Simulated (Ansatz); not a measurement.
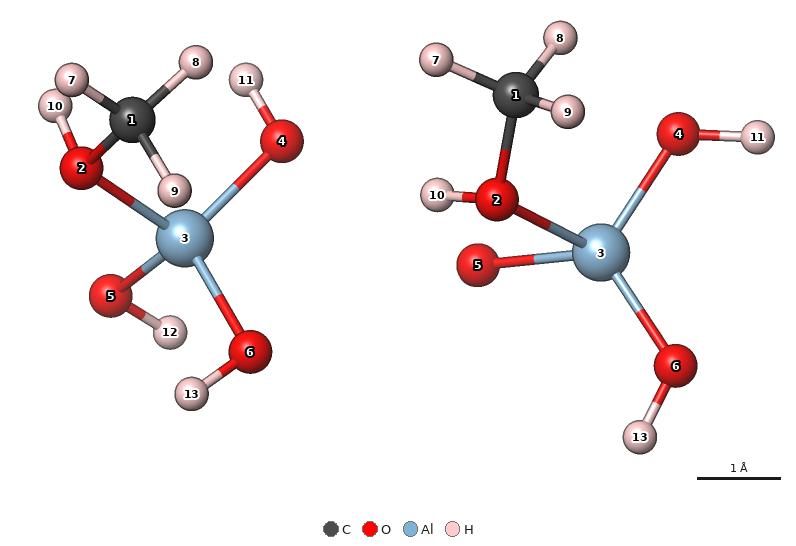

Two geometries of CH$_{7}$AlO$_{4}$ (coarse preliminary run), drawn at one scale. One is the start of a relaxation, the other its converged end. Style: ball-and-stick. Shown from a free direction.

Computed with Ansatz, RKS PBE-D4/def2-SVP. Settings: force threshold 0.03 eV/Å; at most 200 steps.

**Which geometry has the lower energy?**

The right one is the relaxed one. The start comes from a force field. The energy falls by 24.8 kcal/mol in 23 accepted moves (26 points after the start). Largest force component: 4 eV/Å at the start, 0.029 eV/Å at the end. The line search rejected the trial steps at points 4, 7, 11 of the run. The forces were under the threshold at step 8, but the run went on from there. The largest move after the best rigid fit is that of H11, 1.75 Å. By element the largest moves are H 1.75 Å, O 0.76 Å, C 0.41 Å, Al 0.28 Å. Some distances before and after: Al3–O6 1.852 → 1.730 Å, O2–Al3 1.882 → 1.990 Å, Al3–O5 1.835 → 1.760 Å, C1–H9 1.168 → 1.106 Å. Among the angles between lasting bonds that change: O2–Al3–O5 108.2° → 82.0°, Al3–O5–H12 102.7° → 124.1°, Al3–O2–H10 104.6° → 89.8°. Groups turn about O2–Al3 by about 50°, Al3–O6 by about 30°, C1–O2 by about 25°. The run took 34 s on 4 threads of Arm Neoverse V2 (shared host).
